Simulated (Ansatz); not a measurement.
## Electronic structure of H₃O₂S (SMILES O[SH+]O) (charge +1) in real space

Input

```
crystal:
  periodic: [false, false, false]
  atoms:
    - symbol: O
      position_ang: [-0.521386, -0.707843, 1.041947]
    - symbol: O
      position_ang: [0.242906, 0.268523, -1.211458]
    - symbol: S
      position_ang: [0.224692, 0.502970, 0.363093]
    - symbol: H
      position_ang: [-0.485090, 0.748006, -1.656180]
    - symbol: H
      position_ang: [-0.171411, -1.602859, 0.853512]
    - symbol: H
      position_ang: [1.536078, 0.140492, 0.509806]
basis:
  gaussian:
    orbitals: def2-TZVPD
total_charge: 1
hamiltonian:
  xc: {name: PBE0}
output: {forces: true, orbitals: {seedname: orbitals}}
```

Command:

```sh
ansatz run input.yaml --threads 1 --pin off --max-ram 2610MiB --events-out events.jsonl --progress --plain --runs-dir runs
```

Geometry: PBE0-D3(BJ)/def2-SVP.

Theory: isolated molecule in a Gaussian basis; Kohn-Sham density functional theory, functional PBE0 in Ansatz.

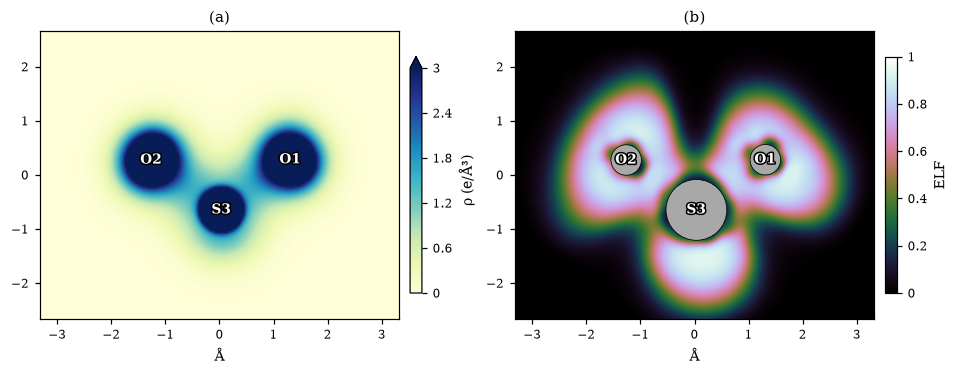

Figure 1. (a) total electron density; (b) ELF on the plane of atoms O1, S3 and O2. Grey discs cover the atomic cores in the ELF map.

**Describe what can be read from this map.**

- Atoms in the plane: O and S.
- S–O (1.58 Å): the density is about 1.8 e/Å³ at the midpoint; the ELF peaks at about 0.85 between the atoms, as expected for a shared but strongly polarised pair.
- The ELF also peaks beside S3, O2 and O1, away from the bonds: lone-pair regions.

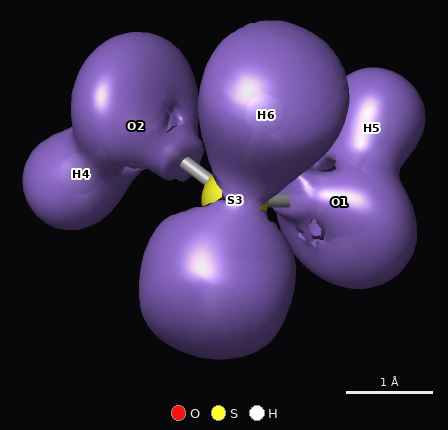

Figure 2. Isosurface of the electron localisation function at 0.75 (purple), seen from one side. Core shells and regions of very low density are left out.

**Describe the localisation domains.**

At this value the surface marks out two joined regions spread over several atoms (H, O), in which their bonds and any lone pairs are merged and one joined region spread over several atoms (H, S), in which their bonds and any lone pairs are merged. Along the contacts the grid gives the following. O–H (0.98 Å): the ELF climbs to about 1 towards the hydrogen, as it does in any bond to H (an ordinary covalent bond to hydrogen).

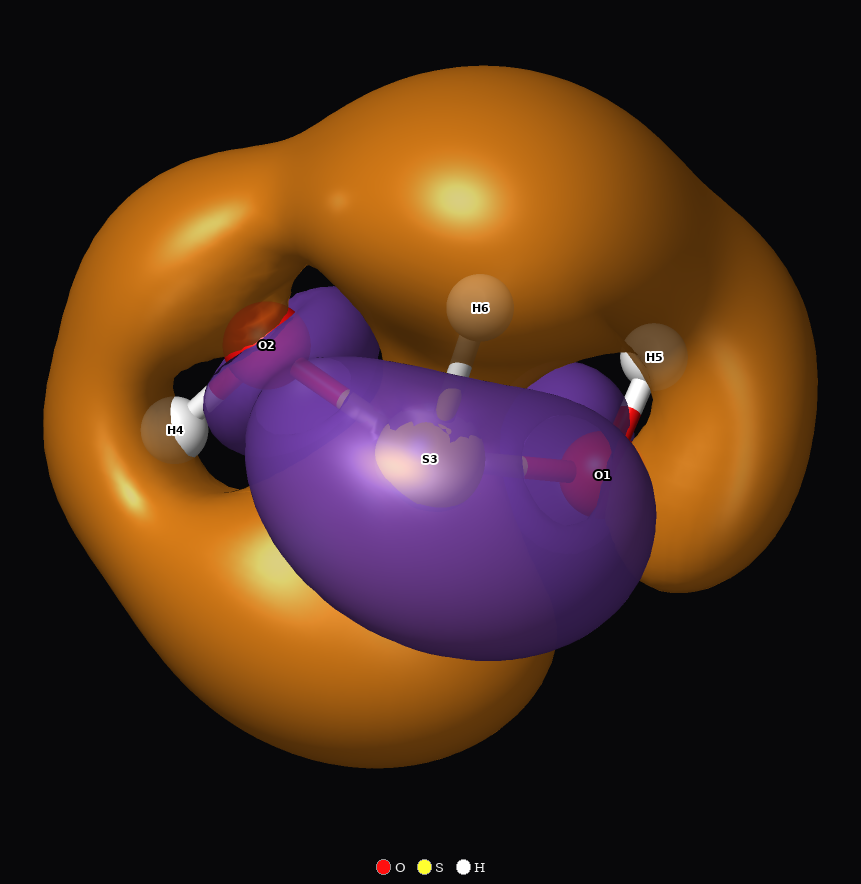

Figure 3. The LUMO at ±0.06 Å⁻³ᐟ² (orange and purple are the two phases), seen from one side.

**Where does this orbital lie, and at what energy?**

Its weight (Hirshfeld) is mainly on S3 (about 55 %), O2 (about 15 %), H6 (about 10 %) and O1 (about 10 %). Its energy is −7.36 eV.
